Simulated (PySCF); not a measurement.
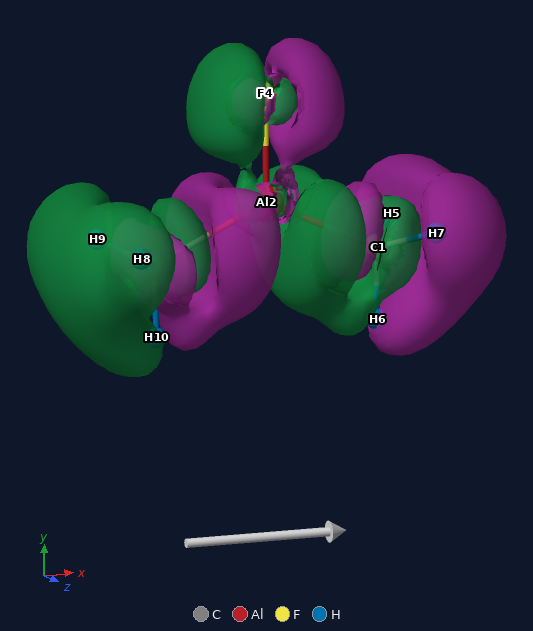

*C2H6AlF, SMILES `C[Al](C)F`. Change of the electron density in a uniform field of 0.21 V/Å along +x (arrow), surfaces at ±0.001 e/Å³ (green: gain, purple: loss).*

Computed with PySCF, PBE0/def2-TZVP, geometry: GFN2-xTB. No frequency check shows the geometry to be a minimum. A basis without diffuse functions makes polarisabilities too small.

How large is the response?

Answer. The induced dipole is 0.61 D (along the field); α along this axis, from the fields in both directions, is 60 bohr³ (8.9 Å³).

Which atoms gain and lose the most charge?

Answer. Electrons gather most on H8 and H9 alike (Hirshfeld charge changes by −0.007 e) and leave H5 and H7 alike most (+0.007 e); 0.053 electrons are displaced in all.

The PySCF run took 41 s on 1 thread of Arm Neoverse V2, on a shared host, peak memory 0.72 GiB.
